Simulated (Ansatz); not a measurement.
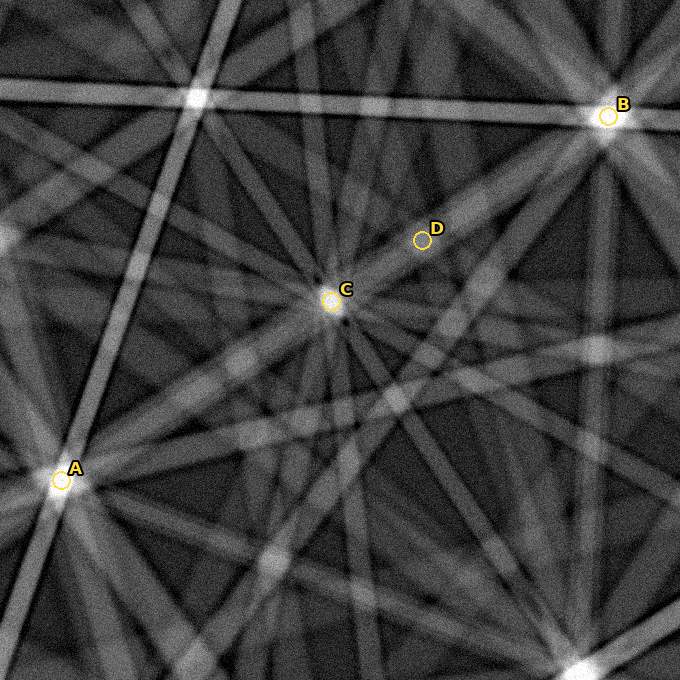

Simulated Kikuchi (electron backscatter) pattern at 30 kV: kinematic bands of width 2θ(Bragg) in gnomonic projection, seen from the camera side; the frame spans ±31° from its centre. Crystal: TiCO3, space group R-3c (No. 167), a = 4.72 Å, c = 13.62 Å (hexagonal axes). Structure: the geometry relaxed with DFT, PAW plane waves, lda (Ansatz); the starting structure was generated, so it need not be a known form of this composition.

Pole A is [100] and pole B is [110].

**Index the poles C and D.**

C is [210], 30.0° from A and 30.0° from B. D is [320], 40.9° from A and 19.1° from B.

**Which band joins A and B, and how wide is it?**

It comes from the planes common to both zones. The strongest order is 0 0 12 with d = 1.135 Å, so the band is 2θ = 3.5° wide (λ = 0.0698 Å). Other orders of the same planes (0 0 6) lie on the same centre line with other widths.
